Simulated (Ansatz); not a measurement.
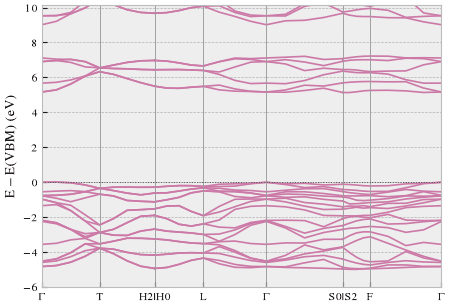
Band structure from the program Ansatz at the HSE06 level (PAW)

Problem. Read off the gap and where the band edges lie.

Solution. About 5.1 eV (5.13 eV among the points solved); maximum on the Γ–T line, 25 % of the way from Γ, minimum on the S2–F line, 13 % of the way from S2.

The material is LiNbO$_{3}$ in space group R3c (No. 161; Li on 6a, Nb on 6a, O on 18b).

The cell was relaxed with HSE06 under the symmetry of its start. The run is not spin-polarised. The hybrid was solved on a coarse mesh, the path and, where they were found, the r²SCAN edge points; its band edges are the extreme levels among these. Spin–orbit coupling is left out wherever it is not named.

Potentials: the later of the program's two PAW sets.
